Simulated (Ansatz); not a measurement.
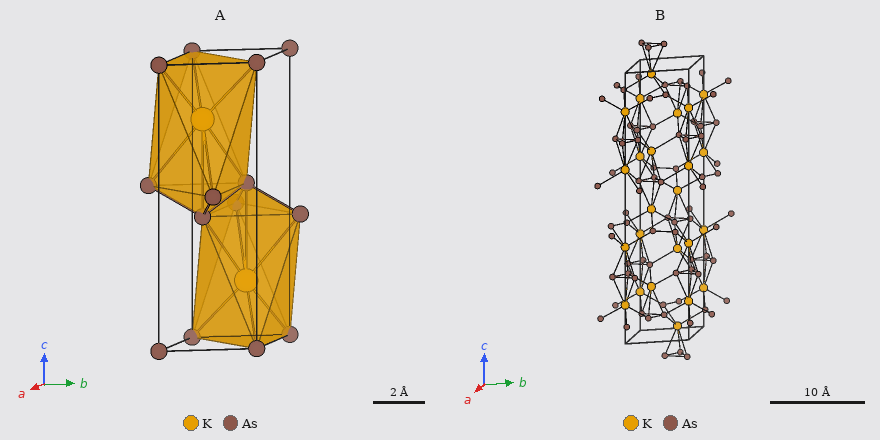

Two structures of K2As3, each relaxed to rest (conventional cells in solid outline, small ones repeated, not to one scale). Method: Ansatz 0.2.0, DFT PBE, scalar-relativistic, plane waves, PAW, without spin polarisation.

**Name structures A and B.**

A: 5 atoms a cell on a primitive hexagonal lattice, P-3m1. B: 30 atoms a cell on a rhombohedral (trigonal R) lattice, R-3c.

**A or B: which is lower in energy?**

B is lower, by 106 meV/atom at this level of theory (energies at zero smearing). Volumes: A 31.3, B 42.4 Å³/atom.

One or both may be structure types tried for this composition rather than known phases.
